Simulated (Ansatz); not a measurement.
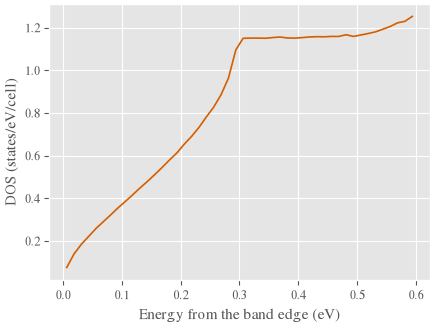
*Density of states of Rb₂PdC₂ (P-3m1) above the conduction band minimum, PBEsol, rigid bands in Ansatz (a quantum-chemistry and plane-wave program); cell volume 129.0 Å³.*

### Question
What effective density of states at 300 K does this give (∫ g(E) exp(−E/k_BT) dE, both spins, divided by the cell's size)?

### Answer
3.0e19 cm⁻³, a density-of-states mass of 1.13 mₑ, valleys and band degeneracy included.

Spin-orbit coupling is left out. Geometry: cell and atoms relaxed with PBEsol.

Formula and space group known from diffraction (Crystallography Open Database), not checked to be the room-temperature form: Rb2PdC2 (P-3m1).
